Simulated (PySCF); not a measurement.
# C2H5NSi (SMILES C[SiH2]C#N): levels of theory compared

Aim: a comparison of 6 runs (BHLYP/cc-pVDZ, PBE0/cc-pVDZ, SVWN5/cc-pVDZ, wB97M-V/cc-pVDZ, SCS-MP2/cc-pVDZ, CCSD(T)/cc-pVDZ) of C2H5NSi. The job is set up through a Python script.

Program for the calculation: PySCF 2.14.0.

2 further runs of the same task are left out: 2 set aside as unsound or not needed.

## (1) The system as given

C2H5NSi has 9 atoms, charge 0, and is taken as a singlet. SMILES: `C[SiH2]C#N`. Geometry: relaxed at PBE0-D4/def2-TZVP.

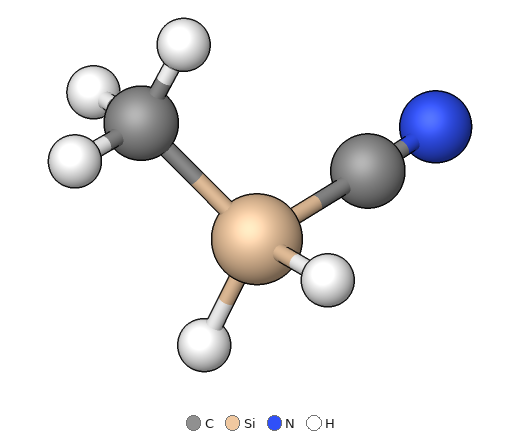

Viewed from a chosen angle; carbon grey, silicon light orange, nitrogen blue, hydrogen white.

## (2) The energy at BHLYP/cc-pVDZ (run 1)

input.py reads:

```python
from pyscf import gto, dft

mol = gto.Mole()
mol.atom = '''
C     -1.269896     1.759524    -0.940139
Si    -0.277412    -1.048042     0.922753
C      3.095938    -1.719840     0.245286
N      5.191645    -2.102131    -0.203335
H     -1.047097     1.409925    -2.960823
H     -0.137572     3.407932    -0.434259
H     -3.253919     2.192838    -0.568619
H     -1.688092    -3.362579     0.221098
H     -0.446731    -0.625121     3.685533
'''
mol.unit = 'bohr'
mol.verbose = 3
mol.basis = 'cc-pvdz'
mol.max_memory = 1860
mol.spin = 0
mol.build()

mf = dft.RKS(mol)
mf.xc = 'bhandhlyp'
mf.grids.level = 5
mf.conv_tol = 1e-10
mf.kernel()
if not mf.converged:
    mf = mf.newton().run(mf.mo_coeff, mf.mo_occ)

energy = mf.e_tot
print(f'total energy: {energy:.8f} hartree')
```

On the command line:

```sh
$ OMP_NUM_THREADS=1 python input.py
```

The log of the run:

```text
converged SCF energy = -423.381995233832
total energy: -423.38199523 hartree
```

It took 18 s on 1 thread of Intel Xeon at 2.70GHz, shared host; peak memory 0.43 GiB.

## (3) A single-point energy at PBE0/cc-pVDZ (run 2)

input.py reads:

```python
from pyscf import gto, dft

system = gto.Mole()
system.atom = [
    ('C', (-0.672000, 0.931100, -0.497500)),
    ('Si', (-0.146800, -0.554600, 0.488300)),
    ('C', (1.638300, -0.910100, 0.129800)),
    ('N', (2.747300, -1.112400, -0.107600)),
    ('H', (-0.554100, 0.746100, -1.566800)),
    ('H', (-0.072800, 1.803400, -0.229800)),
    ('H', (-1.721900, 1.160400, -0.300900)),
    ('H', (-0.893300, -1.779400, 0.117000)),
    ('H', (-0.236400, -0.330800, 1.950300)),
]
system.basis = 'cc-pvdz'
system.max_memory = 1860
system.spin = 0
system.charge = 0
system.verbose = 3
system.build()

ks = dft.RKS(system)
ks.xc = 'pbe0'
ks.conv_tol = 1e-10
ks.grids.level = 5
ks.kernel()
if not ks.converged:
    ks = ks.newton().run(ks.mo_coeff, ks.mo_occ)

energy = ks.e_tot
print(f'total energy: {energy:.8f} hartree')
```

On the command line:

```sh
$ OMP_NUM_THREADS=1 python input.py
```

The log of the run:

```text
converged SCF energy = -423.176914120192
total energy: -423.17691412 hartree
```

Wall time 18 s (1 thread of Intel Xeon at 2.70GHz, shared host); peak memory 0.43 GiB.

Run 3 isn't shown in full; the table further down has it.

## (4) A single-point energy at wB97M-V/cc-pVDZ (run 4)

start.xyz reads:

```xyz
9

C     -0.672000     0.931100    -0.497500
Si    -0.146800    -0.554600     0.488300
C      1.638300    -0.910100     0.129800
N      2.747300    -1.112400    -0.107600
H     -0.554100     0.746100    -1.566800
H     -0.072800     1.803400    -0.229800
H     -1.721900     1.160400    -0.300900
H     -0.893300    -1.779400     0.117000
H     -0.236400    -0.330800     1.950300
```

job.py reads:

```python
from pyscf import gto, dft

system = gto.Mole()
system.atom = 'start.xyz'
system.basis = 'cc-pvdz'
system.max_memory = 1860
system.verbose = 3
system.build()

calc0 = dft.RKS(system)
calc0.xc = 'wb97m-v'
calc0.grids.level = 5
calc0.conv_tol = 1e-10
calc0.nlcgrids.level = 1
calc0.kernel()
if not calc0.converged:
    calc0 = calc0.newton().run(calc0.mo_coeff, calc0.mo_occ)

energy = calc0.e_tot
print('Final energy', energy)
```

On the command line:

```sh
$ OMP_NUM_THREADS=1 python job.py
```

The log of the run:

```text
converged SCF energy = -423.382243446379
Final energy -423.38224344637877
```

Wall time 92 s (1 thread of Intel Xeon at 2.70GHz, shared host); peak memory 0.48 GiB.

Run 5 isn't shown in full; the table further down has it.

## (5) The energy at CCSD(T)/cc-pVDZ (run 6)

input.py reads:

```python
from pyscf import gto, scf, cc

molecule = gto.Mole()
molecule.atom = '''
C   -0.672000   0.931100  -0.497500
Si  -0.146800  -0.554600   0.488300
C    1.638300  -0.910100   0.129800
N    2.747300  -1.112400  -0.107600
H   -0.554100   0.746100  -1.566800
H   -0.072800   1.803400  -0.229800
H   -1.721900   1.160400  -0.300900
H   -0.893300  -1.779400   0.117000
H   -0.236400  -0.330800   1.950300
'''
molecule.basis = 'cc-pvdz'
molecule.verbose = 3
molecule.max_memory = 1860
molecule.spin = 0
molecule.build()

mf = scf.RHF(molecule)
mf.conv_tol = 1e-10
mf.kernel()
if not mf.converged:
    mf = mf.newton().run(mf.mo_coeff, mf.mo_occ)

mycc = cc.CCSD(mf, frozen=8)
mycc.kernel()
e_t = mycc.ccsd_t()
e_final = mycc.e_tot + e_t
print('Final energy', e_final)
```

On the command line:

```sh
$ OMP_NUM_THREADS=1 python input.py
```

The log of the run:

```text
converged SCF energy = -422.046779323694
E(CCSD) = -422.6089221033678  E_corr = -0.562142779673912
CCSD(T) correction = -0.0198907223296053
Final energy -422.62881282569737
```

Run time: 16 s. Hardware: 1 thread of Intel Xeon at 2.70GHz, shared host; peak memory 0.38 GiB.

## (6) The series

```csv
run,level,nlc grid,integration grid,energy (Eh),dipole moment (D) of the reference,HOMO energy (eV),LUMO energy (eV),wall time
1,BHLYP/cc-pVDZ,–,5,-423.381995,3.88,-10.55,0.91,18 s
2,PBE0/cc-pVDZ,–,5,-423.176914,3.82,-9.36,-0.13,18 s
3,SVWN5/cc-pVDZ,–,5,-421.093720,3.80,-8.12,-1.28,10 s
4,wB97M-V/cc-pVDZ,1,5,-423.382243,3.77,-11.60,1.93,92 s
5,SCS-MP2/cc-pVDZ,–,–,-422.567494,4.00,-12.48,3.38,2.1 s
6,CCSD(T)/cc-pVDZ,–,–,-422.628813,4.00,-12.48,3.38,16 s
```

## (7) What came out

```
                                          quantity          value
                               run 6: total energy  -422.62881 Eh
       run 6: dipole moment (Hartree–Fock density)         4.00 D
        run 6: HOMO energy (Hartree–Fock orbitals)      -12.48 eV
        run 6: LUMO energy (Hartree–Fock orbitals)        3.38 eV
      run 6: HOMO–LUMO gap (Hartree–Fock orbitals)       15.85 eV
run 6: correlation energy (8 core orbitals frozen)     -582.0 mEh
                             run 6: (T) correction     -19.89 mEh
                              run 6: T1 diagnostic          0.012
```

What this shows: Over runs 1, 2, 3, 4 the dipole moment (its size) runs from 3.77 D (wB97M-V/cc-pVDZ) to 3.88 D (BHLYP/cc-pVDZ). Over runs 1, 2, 3, 4 the HOMO–LUMO gap runs from 6.84 eV (SVWN5/cc-pVDZ) to 13.53 eV (wB97M-V/cc-pVDZ). Totals of different functionals can't be ranked against each other. All runs together took 2.6 min, the longest 92 s.
